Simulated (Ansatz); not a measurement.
A series of calculations on Si2H5

## 1. Relaxation

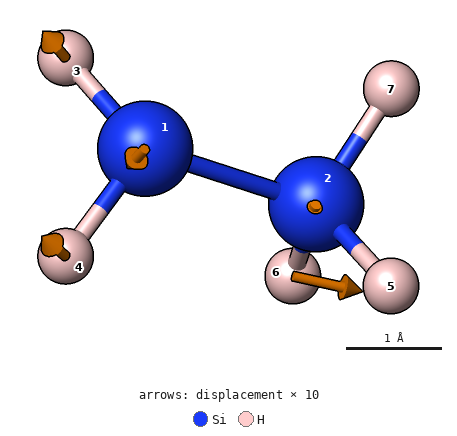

A constrained relaxation of Si$_{2}$H$_{5}$ (multiplicity 2). The starting structure is drawn; orange arrows show the displacements, 10 times their true length. The two geometries are superimposed by the best rigid fit.

Style: ball-and-stick. Shown at a tilt.

Computed with UKS PBE0-D4/def2-TZVP in Ansatz.

Input file:
```yaml
crystal:
  periodic: [false, false, false]
  atoms:
    - {symbol: Si, position_ang: [-0.209587, -1.361244, -0.191101]}
    - {symbol: Si, position_ang: [0.309428, 0.697045, -0.072993]}
    - {symbol: H, position_ang: [-0.002586, -2.123942, 1.070252]}
    - {symbol: H, position_ang: [-1.573615, -1.624613, -0.725550]}
    - {symbol: H, position_ang: [0.161545, 1.310631, -1.419068]}
    - {symbol: H, position_ang: [-0.544224, 1.450957, 0.887564]}
    - {symbol: H, position_ang: [1.726455, 0.814668, 0.361199]}
basis:
  gaussian: {orbitals: def2-TZVP}
magnetization: {spin_polarized: true, initial_magnetization: 1}
hamiltonian: {xc: pbe0, dispersion: d4}
relax: {f_tol: 0.005, max_steps: 200, constraints: [{distance: [0, 1]}]}
```

What did the optimiser do to the structure, and how much energy did it gain?

The energy falls by 0.008 eV in 4 geometry steps. Largest force component: 0.1 eV/Å at the start, 0.0042 eV/Å at the end. The largest move after the best rigid fit is that of H6, 0.081 Å. By element the largest moves are H 0.081 Å, Si 0.046 Å. Bond angles that change, for instance: Si2–Si1–H3 114.5° → 117.1°, Si1–Si2–H6 112.7° → 115.0°. The run took about 40 core-seconds on a shared host.

## 2. Relaxation

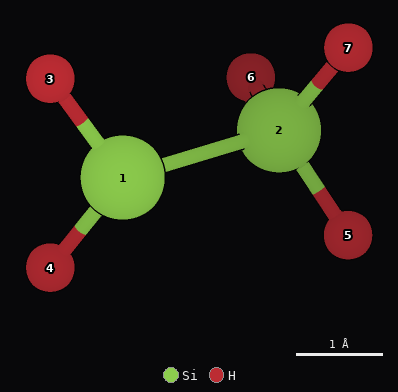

Starting structure of Si2H5 (multiplicity 2). Style: ball-and-stick. Shown at a tilt.

The calculation used UKS PBE0-D4/def2-TZVP (Ansatz).

Input
```yaml
crystal:
  periodic: [false, false, false]
  atoms:
    - {symbol: Si, position_ang: [-0.209587, -1.361244, -0.191101]}
    - {symbol: Si, position_ang: [0.338479, 0.812255, -0.066382]}
    - {symbol: H, position_ang: [-0.002586, -2.123942, 1.070252]}
    - {symbol: H, position_ang: [-1.573615, -1.624613, -0.725550]}
    - {symbol: H, position_ang: [0.190596, 1.425841, -1.412457]}
    - {symbol: H, position_ang: [-0.515173, 1.566167, 0.894175]}
    - {symbol: H, position_ang: [1.755506, 0.929877, 0.367810]}
basis:
  gaussian: {orbitals: def2-TZVP}
magnetization: {spin_polarized: true, initial_magnetization: 1}
hamiltonian: {xc: pbe0, dispersion: d4}
relax: {f_tol: 0.005, max_steps: 200, constraints: [{distance: [0, 1]}]}
```

What does the optimiser find from here?

Over 4 geometry steps the energy falls by 0.001 eV. Largest force component: 0.04 eV/Å at the start, 0.0017 eV/Å at the end. H6 moves most after the best rigid fit: 0.028 Å. Largest moves by element: H 0.028 Å, Si 0.015 Å. The run took about 40 core-seconds on a shared host.

Step by step:

| step | E − E(0), eV | largest force component, eV/Å |
| --- | --- | --- |
| 0 | 0.0000 | 0.0398 |
| 1 | -0.0008 | 0.0165 |
| 2 | -0.0010 | 0.0070 |
| 3 | -0.0011 | 0.0085 |
| 4 | -0.0011 | 0.0017 |

Final geometry:

```xyz
7

Si   -0.2203   -1.3576   -0.1809
Si    0.3353    0.8144   -0.0632
H     0.0014   -2.1417    1.0639
H    -1.5725   -1.6415   -0.7329
H     0.1912    1.4274   -1.4109
H    -0.5056    1.5919    0.8922
H     1.7540    0.9314    0.3685
```

## 3. Scan

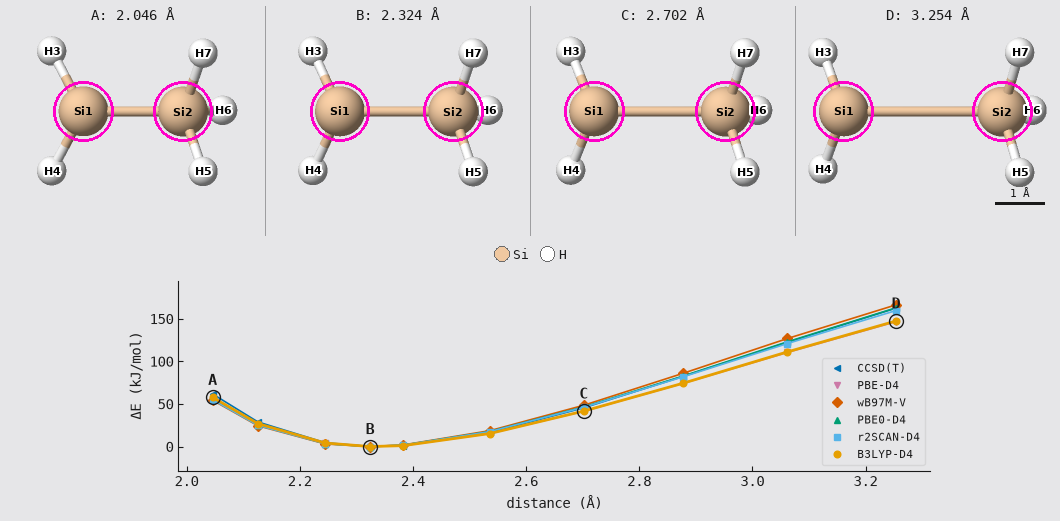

Si2H5 (multiplicity 2): the Si1–Si2 distance is varied, with all other coordinates relaxed. The lettered frames are marked on the plot, at the values of B3LYP-D4. Style: ball-and-stick. Shown at a tilt. The ringed atoms are those of the scanned coordinate.

Single-point energies from Ansatz with B3LYP-D4, r2SCAN-D4, PBE0-D4, wB97M-V, PBE-D4, CCSD(T) in the def2-TZVPP basis, on geometries relaxed under the constraint at PBE0-D4/def2-TZVP. Coupled cluster with a frozen core. Energies are counted from the PBE0-D4/def2-TZVP minimum geometry at the same level.

> What does the scan show?

With B3LYP-D4: the lowest computed point lies at the distance 2.324 Å (0.0 kJ/mol). The end points stand at 57.7 kJ/mol (2.046 Å) and 147.4 kJ/mol (3.254 Å). The curvature at the lowest point is about 11 eV/Å² (1.7 mdyn/Å). The well is steeper on the short side, as for any bond. At 3.254 Å the levels give PBE-D4 146.6 kJ/mol, B3LYP-D4 147.4 kJ/mol, r2SCAN-D4 159.7 kJ/mol, CCSD(T) 162.5 kJ/mol, PBE0-D4 162.8 kJ/mol, wB97M-V 166.4 kJ/mol. Closest to CCSD(T) there is PBE0-D4.

The computed points:

Energies in kJ/mol.

| distance (Å) | B3LYP-D4 | r2SCAN-D4 | PBE0-D4 | wB97M-V | PBE-D4 | CCSD(T) |
| --- | --- | --- | --- | --- | --- | --- |
| 2.046 | 57.7 | 54.9 | 55.8 | 54.4 | 55.7 | 61.7 |
| 2.126 | 26.9 | 24.9 | 25.5 | 24.4 | 25.8 | 28.9 |
| 2.245 | 4.2 | 3.3 | 3.5 | 3.1 | 3.9 | 4.5 |
| 2.324 | 0.0 | 0.0 | 0.0 | 0.0 | 0.0 | 0.0 |
| 2.383 | 1.1 | 1.7 | 1.6 | 1.9 | 1.2 | 1.1 |
| 2.536 | 15.3 | 17.5 | 17.6 | 18.6 | 15.4 | 16.5 |
| 2.702 | 41.6 | 46.1 | 46.5 | 48.5 | 41.5 | 45.5 |
| 2.877 | 74.2 | 81.7 | 82.6 | 85.9 | 74.0 | 82.2 |
| 3.062 | 111.1 | 120.9 | 123.0 | 126.8 | 110.5 | 122.4 |
| 3.254 | 147.4 | 159.7 | 162.8 | 166.4 | 146.6 | 162.5 |
